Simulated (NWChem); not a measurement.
# doublet CH4O+: levels of theory compared

Aim: a comparison of 4 runs (UHF/STO-3G, UHF/3-21G, UB3LYP/6-31G*) of doublet CH4O+. 

The results are computed with NWChem 7.3.0.

64 further runs of the same task are left out: 64 set aside as unsound or not needed.

## 1. The structure to begin with

CH4O+ has 6 atoms, charge +1, and is taken as a doublet. SMILES of the parent species: `CO`. The coordinates come from a PBE0-D4/def2-TZVP relaxation. That shape belongs to the parent species and isn't relaxed for this state.

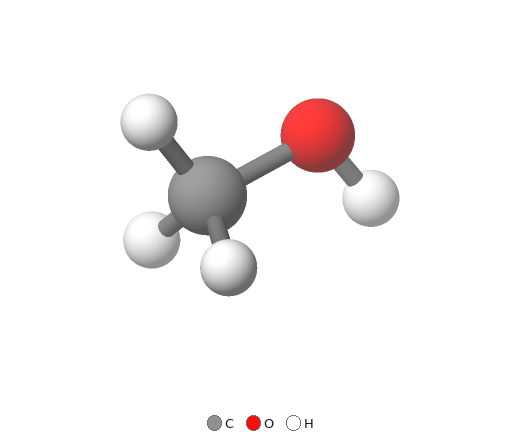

Viewed from a chosen angle; carbon grey, oxygen red, hydrogen white.

## 2. A single-point energy at UHF/STO-3G (run 1)

ch4o.xyz

```xyz
6

C     -0.088400    -0.207400    -0.275700
O     -0.165000     0.316500     1.030100
H     -0.864700    -0.968400    -0.360900
H      0.878800    -0.683600    -0.479200
H     -0.272700     0.554400    -1.043400
H      0.512100     0.988500     1.129100
```

run.py

```python
from ase.io import read
from ase.calculators.nwchem import NWChem

mol = read('ch4o.xyz')

calc = NWChem(
    label='ch4o',
    theory='scf',
    memory='2200 mb',
    basis='STO-3G',
    basispar='spherical bse',
    charge=1,
    scf={'nopen': '1', 'uhf': None, 'thresh': '1e-08', 'maxiter': '80'},
    task='energy',
)
mol.calc = calc

print("Total energy (eV):", round(mol.get_potential_energy(), 6))
```

Started as:

```sh
$ export ASE_NWCHEM_COMMAND="nwchem PREFIX.nwi > PREFIX.nwo"
$ python run.py
```

Output:

```text
Total energy (eV): -3082.465225
```

The calculator wrote ch4o.nwi:

```
title "ch4o"

permanent_dir ch4o

scratch_dir ch4o

start ch4o

geometry units angstrom nocenter noautosym noautoz
  C  -8.8400000000000006e-02 -2.0740000000000000e-01 -2.7570000000000000e-01
  O  -1.6500000000000001e-01 3.1650000000000000e-01 1.0301000000000000e+00
  H  -8.6470000000000002e-01 -9.6840000000000004e-01 -3.6090000000000000e-01
  H  8.7880000000000003e-01 -6.8359999999999999e-01 -4.7920000000000001e-01
  H  -2.7270000000000000e-01 5.5440000000000000e-01 -1.0434000000000001e+00
  H  5.1210000000000000e-01 9.8850000000000005e-01 1.1291000000000000e+00
end

charge 1

memory 2200 mb

basis spherical bse noprint
   * library STO-3G
end

scf
  nopen 1
  uhf
  thresh 1e-08
  maxiter 80
end

task scf energy
```

ch4o.nwo, shortened:

```text
[...]
      One electron energy =   -228.297990953131
[... 1 line left out ...]
 Nuclear repulsion energy =     40.458005537033
[... 26 lines left out ...]
          Final beta eigenvalues
[... 120 lines left out ...]
                     UHF Final Beta Molecular Orbital Analysis
[...]
```

It took 1.4 s on 1 thread of Intel Xeon 6975P-C (Granite Rapids), shared host; peak memory 0.099 GiB.

## 3. The energy at UHF/3-21G (run 2)

ch4o.nw

```
start ch4o
memory stack 880 mb heap 220 mb global 1100 mb
charge 1

geometry noautosym nocenter noautoz
 C     -0.088400    -0.207400    -0.275700
 O     -0.165000     0.316500     1.030100
 H     -0.864700    -0.968400    -0.360900
 H      0.878800    -0.683600    -0.479200
 H     -0.272700     0.554400    -1.043400
 H      0.512100     0.988500     1.129100
end

basis spherical bse
 C library 3-21G
 O library 3-21G
 H library 3-21G
end

scf
 doublet
 uhf
 thresh 1e-08
 maxiter 80
 print medium
end

task scf energy
```

Started as:

```sh
$ nwchem ch4o.nw > ch4o.out
```

Output:

```text
[...]
  functions       =    26
[...]
  wavefunction    = UHF
[...]
         Total SCF energy =   -114.050543372539
      One electron energy =   -229.444402738575
      Two electron energy =     74.935853829002
 Nuclear repulsion energy =     40.458005537033
                       Sz =      0.5000
                 Sz(Sz+1) =      0.7500
                      S^2 =      0.7584
[...]
```

Run time: 0.95 s. Hardware: 1 thread of Intel Xeon 6975P-C (Granite Rapids), shared host; peak memory 0.099 GiB.

Run 3 isn't shown in full; the table further down has it.

## 4. The energy at UB3LYP/6-31G(d) (spherical functions) (run 4)

Changes to ch4o.xyz since step 2:

```diff
@@ -1,3 +1,3 @@
 6
-
+CH4O
 C     -0.088400    -0.207400    -0.275700
```

ch4o.nw

```
start ch4o
title "CH4O"
memory stack 880 mb heap 220 mb global 1100 mb
charge 1
geometry units angstroms noautosym nocenter noautoz
  load ch4o.xyz
end
basis "ao basis" spherical bse
  * library 6-31G*
end
dft
  xc b3lyp
  mult 2
  grid xfine
  convergence energy 1e-08
  maxiter 100
  mulliken
end
task dft energy
```

Started as:

```sh
$ nwchem ch4o.nw > ch4o.out
```

Output:

```text
[...]
          Wavefunction type:  spin polarized.
          No. of atoms     :     6
          No. of electrons :    17
[...]
          Charge           :     1
          Spin multiplicity:     2
[...]
          AO basis - number of functions:    36
[...]
              XC Information
              --------------
                         B3LYP Method XC Potential
                     Hartree-Fock (Exact) Exchange  0.200
                        Slater Exchange Functional  0.800 local
                    Becke 1988 Exchange Functional  0.720 non-local
              Lee-Yang-Parr Correlation Functional  0.810
                  VWN I RPA Correlation Functional  0.190 local
[...]
 d= 0,ls=0.0,diis     1   -115.1132138251 -1.56D+02  2.33D-02  4.28D-01     1.3
[...]
 d= 0,ls=0.0,diis    11   -115.3209753562 -1.80D-09  2.88D-07  2.72D-10    12.1
[...]
         Total DFT energy =     -115.320975356156
      One electron energy =     -230.835765742196
           Coulomb energy =       90.201350483547
    Exchange-Corr. energy =      -15.144565634539
 Nuclear repulsion energy =       40.458005537033
[...]
      Total Density - Mulliken Population Analysis
     ---------------------------------------------
    Atom       Charge   Shell Charges
 -----------   ------   -------------------------------------------------------
    1 C    6     6.31   2.00  0.70  2.09  0.63  0.84  0.05
    2 O    8     8.19   2.00  0.97  2.81  0.94  1.43  0.03
    3 H    1     0.69   0.51  0.18
    4 H    1     0.67   0.49  0.18
    5 H    1     0.67   0.49  0.18
    6 H    1     0.47   0.45  0.03
[...]
      <S2> =      0.7537 (Exact =     0.7500)
[...]
```

It took 13 s on 1 thread of Intel Xeon 6975P-C (Granite Rapids), shared host; peak memory 0.13 GiB.

## 5. Overview of the runs

```
run                                level  Cartesian functions  iteration cap  energy (Eh)  HOMO energy (eV)  LUMO energy (eV)   ⟨S²⟩  wall time
  1                           UHF/STO-3G                   no             80  -113.278509            -21.82             -4.78  0.757      1.4 s
  2                            UHF/3-21G                   no             80  -114.050543            -22.17             -7.05  0.758     0.95 s
  3  UB3LYP/6-31G* (Cartesian functions)                  yes            100  -115.322918                 –                 –  0.754       14 s
  4  UB3LYP/6-31G* (spherical functions)                   no            100  -115.320975            -17.95            -14.07  0.754       13 s
```

## 6. Outcome

```
                                 quantity          value
                      run 4: total energy  -115.32098 Eh
run 4: HOMO energy (highest over α and β)      -17.95 eV
 run 4: LUMO energy (lowest over α and β)      -14.07 eV
                              run 4: ⟨S²⟩          0.754
```

In words: In run 1 the basis is minimal, so the values are rough. All runs together took 30 s, the longest 14 s.
